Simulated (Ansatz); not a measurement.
Process, species as SMILES: [SiH3] (SiH3) → SiH3+ (singlet, bonded as [SiH3]) + e-
B3LYP-D3(BJ)/def2-TZVP geometries, fixed; electronic energies without zero-point terms.

Basis-set convergence of the adiabatic ionisation energy at wB97M-V with Ansatz (a program for electronic structure). Cartesian d functions, on some or all atoms, in 6-31G*, 6-31+G*, 6-311G**, 6-311+G**; all else is spherical. The program fits the integrals of some runs and decomposes those of others, by size. Open shells are unrestricted. The functional holds VV10 correlation; no added dispersion term, no relativity. Functions are those of the species that has most. Reference: the value in pcseg-4, 7.955 eV, itself unsure by roughly 0.001 eV (its mean distance from aug-pcseg-3, aug-cc-pV(Q+d)Z, cc-pV(5+d)Z). Deviations are taken from unrounded values.

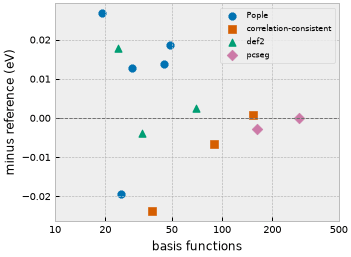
Deviation from the reference against the number of basis functions, by family of sets.

```csv
basis,functions,adiabatic ionisation energy (eV),minus reference (eV)
6-31G,19,7.982,0.027
def2-SV(P),24,7.973,0.018
6-31G*,25,7.936,-0.020
6-31+G*,29,7.968,0.013
def2-SVP,33,7.951,-0.004
cc-pV(D+d)Z,38,7.931,-0.024
6-311G**,45,7.969,0.014
6-311+G**,49,7.974,0.019
def2-TZVPD,70,7.958,0.003
jun-cc-pV(T+d)Z,90,7.948,-0.007
cc-pV(Q+d)Z,154,7.956,0.001
pcseg-3,163,7.952,-0.003
pcseg-4,288,7.955,0.000
```
